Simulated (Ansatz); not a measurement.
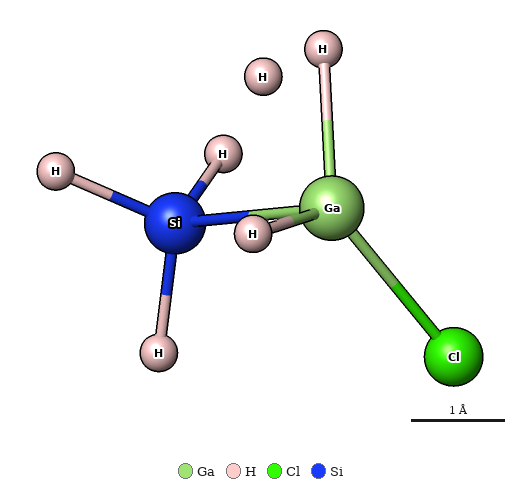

Fig. 1: The input geometry (ball-and-stick view, seen at a tilt). Sticks mark near contacts. Bond lengths as drawn: Cl–Ga 2.24 Å, Ga–H 1.57 to 1.92 Å, Ga–Si 2.63 Å and H–Si 1.46 Å.

**GaSiH6Cl: geometry relaxation**

The run: geometry relaxation of GaSiH6Cl. Method and program: RKS PBE0-D4/def2-SVP (Ansatz 0.2.0).

The input holds or restrains some coordinates. Forces given for the steps count only the free coordinates. It belongs to a series of runs on one base structure; here: pulled along the bonds that form and break, towards end A.

What the program printed:
```
The last accepted step is kept in [file] (removed where the run ends without a failure and the disk answers)
Engine: ansatz 0.2.0, x86_64-unknown-linux-gnu
Functional definition: PBE0
  parameter a = 0.25
  parameter kappa = 0.804
  parameter beta = 0.06672455060314922
  exchange = (1 - a)*pbe_x(kappa = kappa, mu = beta*pi^2/3) + a*exact_x
  correlation = pbe_c(beta = beta)
1009 factors; integrals over basis functions are off by at most 3.7e-4 eV
mean field evaluation 1: about -72844.5431 eV, gradient 2.5e1 eV
mean field evaluation 2: about -72843.4343 eV, gradient 3.5e1 eV
mean field evaluation 4: about -72846.0881 eV, gradient 1.1e0 eV
mean field evaluation 8: about -72846.0908 eV, gradient 1.9e-2 eV
mean field -72846.09080216 eV, -2677.0444601257 hartree, gradient 3.3e-5 eV, S^2 0.000000; 0 other end points of the search recorded, 0 dependent functions left out
the calculation of the forces begins
reference -72846.09083198 eV, -2677.0444612214 hartree; 34, 34 occupied and 64, 64 virtual orbitals, 1009 factors
relax step   1: F+E_penalty+E_count = -72846.28735040 eV  Δ(F+E_penalty+E_count) = +0.000e0 eV  max|allowed force component| = 2.816e0 eV/Å  E_restraint = 28.69339971 eV  max|allowed force component, restraints' pulls added| = 3.441e1 eV/Å  Δτ_max = 0.0000 Å  (25 SCF iters, accepted)
  distance Ga 0 - Si 4 = 2.6300 Å
  distance H 8 - H 1 = 0.9776 Å
  distance Ga 0 - H 1 = 1.9200 Å
  distance H 8 - Si 4 = 1.9093 Å
these checks for a lower state are left out or cut short: starts, cluster_reference, orbital_swaps, neighbouring_geometries, increment
1009 factors; integrals over basis functions are off by at most 9.0e-4 eV
mean field evaluation 16: about -72844.4618 eV, gradient 1.1e1 eV
mean field -72845.79354767 eV, -2677.0335362247 hartree, gradient 6.1e-5 eV, S^2 0.000000; 0 other end points of the search recorded, 0 dependent functions left out
[... from here on the field's lines of each further geometry are left out, up to the last ...]
relax step   2: F+E_penalty+E_count = -72845.97438582 eV  Δ(F+E_penalty+E_count) = +3.130e-1 eV  max|allowed force component| = 2.713e0 eV/Å  E_restraint = 12.82636310 eV  max|allowed force component, restraints' pulls added| = 2.290e1 eV/Å  Δτ_max = 0.1997 Å  (28 SCF iters, accepted)
relax step   3: F+E_penalty+E_count = -72846.54576182 eV  Δ(F+E_penalty+E_count) = -5.714e-1 eV  max|allowed force component| = 2.339e0 eV/Å  E_restraint = 3.17220629 eV  max|allowed force component, restraints' pulls added| = 9.421e0 eV/Å  Δτ_max = 0.1949 Å  (27 SCF iters, accepted)
relax step   4: F+E_penalty+E_count = -72847.51624964 eV  Δ(F+E_penalty+E_count) = -9.705e-1 eV  max|allowed force component| = 1.547e0 eV/Å  E_restraint = 0.18317272 eV  max|allowed force component, restraints' pulls added| = 2.120e0 eV/Å  Δτ_max = 0.1927 Å  (26 SCF iters, accepted)
relax step   5: F+E_penalty+E_count = -72848.38165468 eV  Δ(F+E_penalty+E_count) = -8.654e-1 eV  max|allowed force component| = 1.163e0 eV/Å  E_restraint = 0.07762633 eV  max|allowed force component, restraints' pulls added| = 1.316e0 eV/Å  Δτ_max = 0.1980 Å  (26 SCF iters, accepted)
relax step   6: F+E_penalty+E_count = -72848.82529846 eV  Δ(F+E_penalty+E_count) = -4.436e-1 eV  max|allowed force component| = 7.644e-1 eV/Å  E_restraint = 0.06574067 eV  max|allowed force component, restraints' pulls added| = 1.022e0 eV/Å  Δτ_max = 0.1973 Å  (23 SCF iters, accepted)
relax step   7: F+E_penalty+E_count = -72848.89428019 eV  Δ(F+E_penalty+E_count) = -6.898e-2 eV  max|allowed force component| = 6.884e-1 eV/Å  E_restraint = 0.03635685 eV  max|allowed force component, restraints' pulls added| = 4.310e-1 eV/Å  Δτ_max = 0.1996 Å  (27 SCF iters, accepted)
relax step   8: F+E_penalty+E_count = -72848.90187839 eV  Δ(F+E_penalty+E_count) = -7.598e-3 eV  max|allowed force component| = 6.107e-1 eV/Å  E_restraint = 0.01715457 eV  max|allowed force component, restraints' pulls added| = 1.581e-1 eV/Å  Δτ_max = 0.1792 Å  (24 SCF iters, accepted)
the calculation of the forces begins
reference -72848.74573388 eV, -2677.1420270668 hartree; 34, 34 occupied and 64, 64 virtual orbitals, 1009 factors
relax step   9: F+E_penalty+E_count = -72848.90305524 eV  Δ(F+E_penalty+E_count) = -1.177e-3 eV  max|allowed force component| = 6.369e-1 eV/Å  E_restraint = 0.01534692 eV  max|allowed force component, restraints' pulls added| = 5.283e-2 eV/Å  Δτ_max = 0.0489 Å  (22 SCF iters, accepted)
```

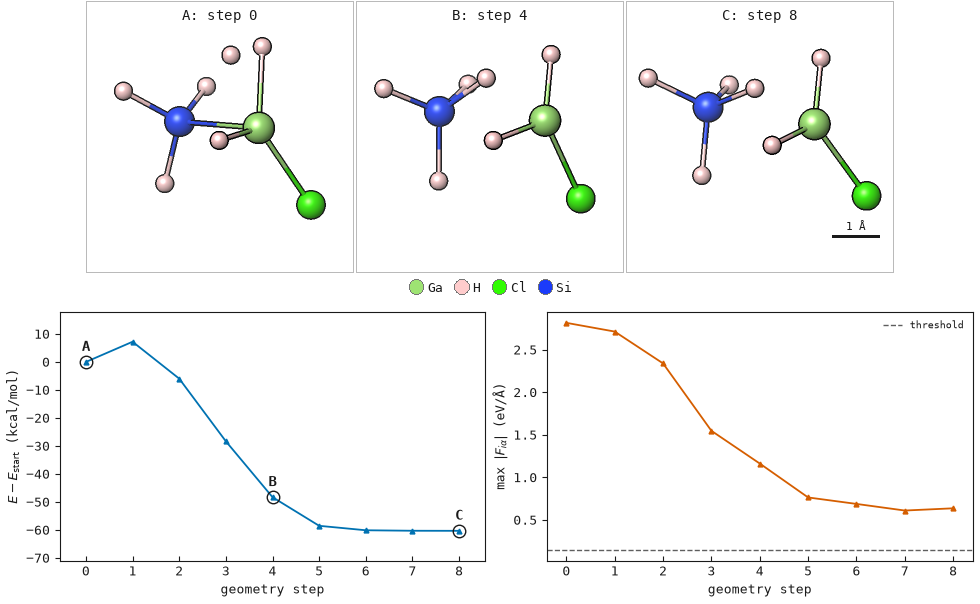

Fig. 2: Frames of the restrained relaxation (ball-and-stick view, seen at a tilt) above the curves, on which the letters mark them (the first geometry is step 0 here and step 1 in the log).

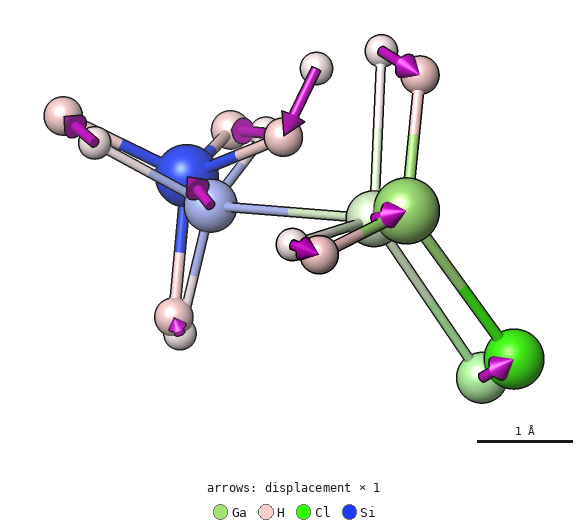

Fig. 3: Start (faint) and end (solid) with the displacements as pink arrows, at true length (ball-and-stick view, seen at a tilt). The two geometries are laid on each other by the best rigid fit. The largest move after the best rigid fit is that of H9, 0.81 Å. By element the largest moves are H 0.81 Å, Si 0.53 Å, Cl 0.48 Å, Ga 0.46 Å. Among the contacts that change: Ga1–Si5 2.630 → 3.528 Å, Si5–H9 1.909 → 1.482 Å, Ga1–H2 1.920 → 1.563 Å, Ga1–Cl4 2.240 → 2.160 Å. New bonds form: Si5–H9 (1.91 → 1.48 Å). Bonds break: Ga1–Si5 (2.63 → 3.53 Å). Among the angles that change: H2–Ga1–H3 120.0° → 128.3°, H2–Ga1–Cl4 120.0° → 115.8°. After 8 geometry steps the energy has fallen by 60.3 kcal/mol. The largest force component goes from 2.8 to 0.64 eV/Å. (Atoms are counted from 1 in the order of the input.)

```
  distance Ga 0 - Si 4 = 3.5278 Å
  distance H 8 - H 1 = 1.8817 Å
  distance Ga 0 - H 1 = 1.5629 Å
  distance H 8 - Si 4 = 1.4823 Å
1009 factors; integrals over basis functions are off by at most 8.0e-4 eV
mean field -72848.74570240 eV, -2677.1420259098 hartree, gradient 5.8e-5 eV, S^2 0.000000; 1 other end points of the search recorded, 0 dependent functions left out
the calculation of the forces begins
reference -72848.74573388 eV, -2677.1420270668 hartree; 34, 34 occupied and 64, 64 virtual orbitals, 1009 factors
Total energy: -72848.90308673 eV, -2677.1478096772 hartree
Atom 0 at     0.042667     0.457976    -0.031018 Å, force     0.029333    -0.105299     0.229198 eV/Å
Atom 1 at    -0.010449     0.516440     1.529925 Å, force     0.014833     0.636898    -0.107240 eV/Å
Atom 2 at     1.291785     0.299739    -0.951179 Å, force    -0.018342     0.006644    -0.004495 eV/Å
Atom 3 at    -1.869306     0.476781    -1.036817 Å, force    -0.008096     0.005597     0.008299 eV/Å
Atom 4 at    -0.342061    -2.807450     1.247470 Å, force    -0.084541    -0.578648    -0.041681 eV/Å
Atom 5 at    -0.760282    -3.228929    -0.120061 Å, force     0.002153     0.004085    -0.001957 eV/Å
Atom 6 at     0.920533    -3.502852     1.632690 Å, force    -0.005591     0.000422     0.001862 eV/Å
Atom 7 at    -1.421266    -3.099636     2.233390 Å, force    -0.004802     0.002727    -0.001758 eV/Å
Atom 8 at    -0.098020    -1.345569     1.273099 Å, force     0.075053     0.027573    -0.082229 eV/Å
Dipole moment:     0.318228    -0.135950     0.242411 e Å
```

Trajectory as extended XYZ (Å, eV, eV/Å), 9 frames, from step=1 to step=9:
```
9
Properties=species:S:1:pos:R:3:forces:R:3 step=1 energy=-72846.28735
Ga    0.0000    0.0000    0.0000   -0.8478  -2.8160  -0.2207
H     0.0000    0.0000    1.9200   -0.0134  -0.0334   0.7508
H     1.3596    0.0000   -0.7850   -0.0638   0.5975   0.6210
Cl   -1.9398    0.0000   -1.1200    0.6116   0.6224   0.7868
Si   -0.3368   -2.4730    0.8293    0.5695   0.4841  -1.5123
H    -0.9200   -3.2720   -0.2446   -0.3847  -0.4892  -0.3942
H     0.9538   -3.0393    1.2105    0.5726  -0.5503   0.4046
H    -1.2315   -2.4826    1.9830   -0.5077  -0.2084   0.8317
H    -0.1317   -0.9666    1.9843    0.0637   2.3934  -1.2678
9
Properties=species:S:1:pos:R:3:forces:R:3 step=2 energy=-72845.97439
Ga    0.0138    0.1520    0.0147   -0.6400  -0.5947   1.6609
H     0.0194    0.1435    1.8388   -0.0836   1.1674  -1.3373
H     1.3601    0.0081   -0.7788   -0.1933  -0.0741   0.2495
Cl   -1.9320    0.0087   -1.1108    0.8940   0.1430   0.8284
Si   -0.3468   -2.5749    0.9115    0.6146   0.6783  -0.2382
H    -0.9235   -3.2780   -0.2460   -0.2510   0.3108  -0.4114
H     0.9676   -3.0505    1.2191    0.9581  -0.9678   0.4468
H    -1.2447   -2.4871    2.0037   -1.3231  -1.0994   1.5149
H    -0.1602   -1.1553    1.9253    0.0243   0.4364  -2.7135
9
Properties=species:S:1:pos:R:3:forces:R:3 step=3 energy=-72846.54576
Ga    0.0288    0.3261    0.0571   -0.4205  -0.8902   0.9046
H     0.0326    0.2879    1.7384   -0.1778   1.2542  -1.3444
H     1.3523   -0.0019   -0.7782   -0.4472   0.1808   0.1591
Cl   -1.9138    0.0045   -1.0972    1.0857   0.2860   0.8226
Si   -0.3534   -2.6720    1.0011    0.2893   0.7236  -0.6508
H    -0.9245   -3.2618   -0.2506    0.0365   0.7644  -0.0631
H     0.9850   -3.0688    1.2261    1.3048  -1.2240   0.4912
H    -1.2719   -2.5142    2.0320   -1.9855  -1.6055   2.0201
H    -0.1817   -1.3333    1.8488    0.3147   0.5108  -2.3394
9
Properties=species:S:1:pos:R:3:forces:R:3 step=4 energy=-72847.51625
Ga    0.0505    0.4692    0.0604   -0.4215  -1.4940  -0.2049
H     0.0173    0.4352    1.6352   -0.1683   1.0160  -0.2577
H     1.3267    0.0205   -0.7863   -0.3063   0.4401   0.0911
Cl   -1.8617    0.0279   -1.0637    0.8772   0.4672   0.6221
Si   -0.3674   -2.7745    1.1037    0.0114   0.8458  -0.8839
H    -0.9133   -3.1973   -0.2479    0.1999   0.5874   0.4185
H     1.0154   -3.1464    1.2555    0.7429  -1.1602   0.4368
H    -1.3598   -2.6636    2.1160   -1.2328  -1.5473   1.2996
H    -0.1541   -1.4043    1.7046    0.2975   0.8451  -1.5217
9
Properties=species:S:1:pos:R:3:forces:R:3 step=5 energy=-72848.38166
Ga    0.0577    0.4825    0.0367   -0.2993  -1.1629   0.2427
H    -0.0043    0.5284    1.6095   -0.0946   0.8984  -0.2663
H     1.3213    0.0739   -0.7966   -0.0212   0.3241  -0.0628
Cl   -1.8248    0.0725   -1.0352    0.3750   0.3481   0.2646
Si   -0.3699   -2.7895    1.1562   -0.0536   0.9885  -0.4975
H    -0.9005   -3.1520   -0.2126    0.1453   0.3002   0.3879
H     1.0100   -3.2646    1.3067    0.1983  -0.7764   0.3552
H    -1.4043   -2.8429    2.1871   -0.3327  -1.0115   0.5252
H    -0.1316   -1.3417    1.5258    0.0828   0.0915  -0.9491
9
Properties=species:S:1:pos:R:3:forces:R:3 step=6 energy=-72848.82530
Ga    0.0669    0.4812    0.0081   -0.0115  -0.6928   0.3573
H    -0.0347    0.5810    1.5706   -0.0084   0.7644  -0.1955
H     1.3466    0.1863   -0.8387   -0.0190   0.2066  -0.0369
Cl   -1.8065    0.1514   -1.0299   -0.0013   0.1847  -0.0118
Si   -0.3677   -2.7812    1.2068   -0.0558   0.2864  -0.1478
H    -0.8928   -3.1164   -0.1571    0.0517   0.0816   0.1781
H     0.9768   -3.4088    1.3882   -0.1928  -0.1979   0.1895
H    -1.4066   -3.0282    2.2550    0.1961  -0.3197  -0.0267
H    -0.1283   -1.2988    1.3745    0.0410  -0.3133  -0.3061
9
Properties=species:S:1:pos:R:3:forces:R:3 step=7 energy=-72848.89428
Ga    0.0741    0.4600   -0.0032   -0.5046  -0.3246   0.0812
H    -0.0743    0.5523    1.5463    0.0553   0.6884  -0.0816
H     1.3249    0.2402   -0.8892    0.1442   0.0638  -0.0544
Cl   -1.8219    0.3407   -1.0915    0.2938   0.0808   0.1812
Si   -0.3515   -2.7966    1.2406   -0.0837  -0.1493  -0.0996
H    -0.8619   -3.1381   -0.1163   -0.0143  -0.0144  -0.0058
H     0.9567   -3.4697    1.4734   -0.0332  -0.0971   0.0942
H    -1.3750   -3.0982    2.2822    0.0672  -0.1242   0.0100
H    -0.1174   -1.3240    1.3351    0.0753  -0.1233  -0.1251
9
Properties=species:S:1:pos:R:3:forces:R:3 step=8 energy=-72848.90188
Ga    0.0579    0.4424   -0.0344   -0.1946   0.0038   0.2774
H    -0.0587    0.5165    1.5221    0.0963   0.6107  -0.1053
H     1.3075    0.2968   -0.9437    0.0618  -0.0338  -0.0353
Cl   -1.8537    0.5119   -1.0494    0.0479  -0.0226  -0.0096
Si   -0.3401   -2.8136    1.2536   -0.0865  -0.5241  -0.0453
H    -0.7829   -3.2284   -0.1060   -0.0136  -0.0379  -0.0300
H     0.9358   -3.4995    1.6095    0.0007   0.0107   0.0044
H    -1.3957   -3.1132    2.2625   -0.0032   0.0016  -0.0026
H    -0.1165   -1.3465    1.2633    0.0913  -0.0085  -0.0535
9
Properties=species:S:1:pos:R:3:forces:R:3 step=9 energy=-72848.90306
Ga    0.0427    0.4580   -0.0310    0.0293  -0.1053   0.2292
H    -0.0104    0.5164    1.5299    0.0148   0.6369  -0.1072
H     1.2918    0.2997   -0.9512   -0.0183   0.0066  -0.0045
Cl   -1.8693    0.4768   -1.0368   -0.0081   0.0056   0.0083
Si   -0.3421   -2.8074    1.2475   -0.0845  -0.5786  -0.0417
H    -0.7603   -3.2289   -0.1201    0.0022   0.0041  -0.0020
H     0.9205   -3.5029    1.6327   -0.0056   0.0004   0.0019
H    -1.4213   -3.0996    2.2334   -0.0048   0.0027  -0.0018
H    -0.0980   -1.3456    1.2731    0.0751   0.0276  -0.0822
```

The run was set up as follows.

Input:
```yaml
crystal:
  periodic: [false, false, false]
  atoms:
    - { symbol: Ga, position_ang: [0.0, 0.0, 0.0] }
    - { symbol: H, position_ang: [0.0, 0.0, 1.92] }
    - { symbol: H, position_ang: [1.3596, 0.0, -0.785] }
    - { symbol: Cl, position_ang: [-1.9398, 0.0, -1.12] }
    - { symbol: Si, position_ang: [-0.3368, -2.473, 0.8293] }
    - { symbol: H, position_ang: [-0.92, -3.272, -0.2446] }
    - { symbol: H, position_ang: [0.9538, -3.0393, 1.2105] }
    - { symbol: H, position_ang: [-1.2315, -2.4826, 1.983] }
    - { symbol: H, position_ang: [-0.1317, -0.9666, 1.9843] }
basis:
  gaussian: { orbitals: def2-SVP }
hamiltonian:
  xc: pbe0
  dispersion: d4
relax:
  f_tol: 0.15
  max_steps: 25
  restrain:
    - { distance: [0, 4], at: 3.53, k: 30.0 }
    - { distance: [8, 1], at: 1.86, k: 30.0 }
    - { distance: [0, 1], at: 1.57, k: 30.0 }
    - { distance: [8, 4], at: 1.46, k: 30.0 }
```

Run as:
```bash
ansatz run input.yaml --threads 2 --pin off --max-ram 3072MiB --backend cpu --events-out ev --progress --plain --runs-dir out
```

Summary:

```csv
quantity,value
outcome,converged under the restraints of the input
total energy,−72848.9031 eV
mean-field energy,−72848.7457 eV
"largest force (length of the vector) at the end, held atoms and coordinates included",0.646 eV/Å
hardware,"2 threads of Intel Xeon @ 2.90GHz (Ice Lake), 32 GiB of memory available, shared host"
wall time,21 s (CPU time 39 s)
peak memory,0.24 GiB
```
